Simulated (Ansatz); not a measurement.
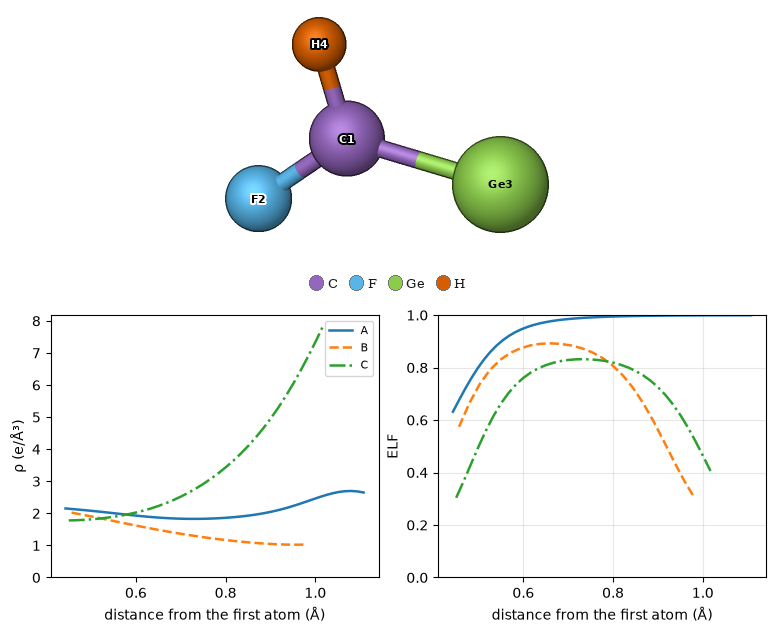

Figure. CHFGe (SMILES F[CH]=[Ge]). Electron density and electron localisation function along straight lines between neighbouring atoms. The curves leave out the atomic cores. The structure is drawn too.

Geometry: PBE0-D3(BJ)/def2-SVP.

These are results of isolated molecule in a Gaussian basis; Kohn-Sham density functional theory, functional PBE0 (Ansatz), not measurements.

Which curve belongs to which contact (C–F, C–Ge and C–H)? The first atom named is at distance zero.

Answer. Curve A: C–H (1.11 Å): the density is about 2 e/Å³ at the midpoint; the ELF climbs to about 1 towards the hydrogen, as it does in any bond to H: an ordinary covalent bond to hydrogen. Curve B: C–Ge (1.83 Å): the density is about 1 e/Å³ at the midpoint; the ELF peaks at about 0.90 in the valence shell of C, 0.7 Å from its nucleus, and is about 0.50 at the midpoint. Curve C: C–F (1.33 Å): the density is about 2.3 e/Å³ at the midpoint; the ELF peaks at about 0.85 between the atoms, as expected for a shared but strongly polarised pair.
